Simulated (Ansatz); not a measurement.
Input file:

```
crystal:
  periodic: [false, false, false]
  atoms:
    - { symbol: Sn, position_ang: [0.0, 0.0, 0.0] }
    - { symbol: H, position_ang: [0.0, 0.0, 2.09] }
    - { symbol: Cl, position_ang: [2.2726, 0.0, -0.8025] }
    - { symbol: H, position_ang: [-0.8195, 1.4198, -0.5794] }
    - { symbol: Cl, position_ang: [-1.1351, -1.9666, -0.8025] }
    - { symbol: Cl, position_ang: [1.4144, -2.1479, 0.8545] }
    - { symbol: H, position_ang: [0.5697, -0.8651, 2.0916] }
basis:
  gaussian: { orbitals: def2-SVP }
hamiltonian:
  xc: blyp
  dispersion: d4
relax:
  f_tol: 0.15
  max_steps: 25
  restrain:
    - { distance: [0, 5], at: 3.61, k: 30.0 }
    - { distance: [6, 1], at: 1.86, k: 30.0 }
    - { distance: [0, 1], at: 1.74, k: 30.0 }
    - { distance: [6, 5], at: 1.37, k: 30.0 }
output:
  orbitals: {}
```

Command:

```sh
ansatz run input.yaml --threads 2 --pin off --max-ram 3072MiB --backend cpu --events-out ev --progress --plain --runs-dir out
```

The fields are those of the run's last geometry, not of the input's.

Core potentials replace the inner electrons of Sn; not at a stationary point (largest force 1.0 eV/Å).

Level of theory: Ansatz, RKS BLYP-D4/def2-SVP.

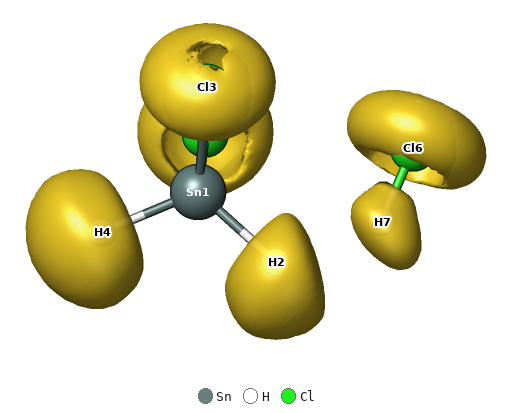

Cl₂H₂Sn···HCl. Isosurface of the ELF at 0.85 (yellow), seen from one side. Only the valence region is drawn (cores and ρ < 0.01 e/Å³ removed).

> What do the ELF domains correspond to?

The ELF exceeds this value in three regions around hydrogen nuclei and three regions wrapped around Cl (the valence shell of each). Along the contacts the grid gives the following. H2···H7 (1.87 Å): the ELF dips to about 0.10 between them. Sn–Cl (2.38 Å): the ELF peaks at about 0.80 in the valence shell of Cl, 0.9 Å from its nucleus, and drops to about 0.15 between the two atoms.
